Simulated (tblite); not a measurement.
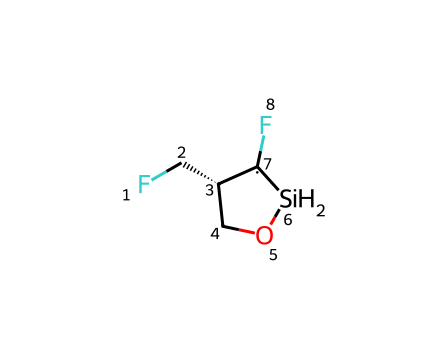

A structural formula, with wedges where it has stereocentres; small numbers name the atoms. The configuration is that of a computed structure (GFN2-xTB).

Question: What are the Cahn–Ingold–Prelog descriptors?

Answer: C3: R.

Question: Write the isomeric SMILES.

Answer: FC[C@H]1CO[SiH2][C]1F
